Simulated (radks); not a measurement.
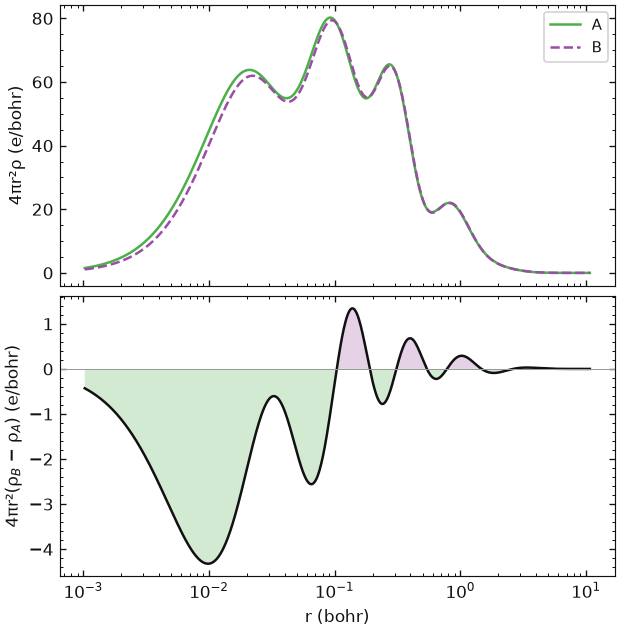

The indium ion In⁺ in [Kr] 4d10 5s2 was computed with two values of the speed of light (atomic units): c = 137.036; c = 274.072. Method: Dirac Kohn-Sham, PBE, spin-unpolarised, spherical densities, point nucleus; computed with the in-house radial solver radks.

The plot shows both radial densities and the radial density of run B less that of run A; on the logarithmic r axis, areas aren't charges.

**Assign A and B and describe the change of the density.**

A is c = 137.036; B is c = 274.072. B holds 0.34 electrons more than A where the difference is positive (most at r = 0.14 bohr) and 0.34 electrons fewer where it is negative (most at r = 0.0098 bohr), with no net change.
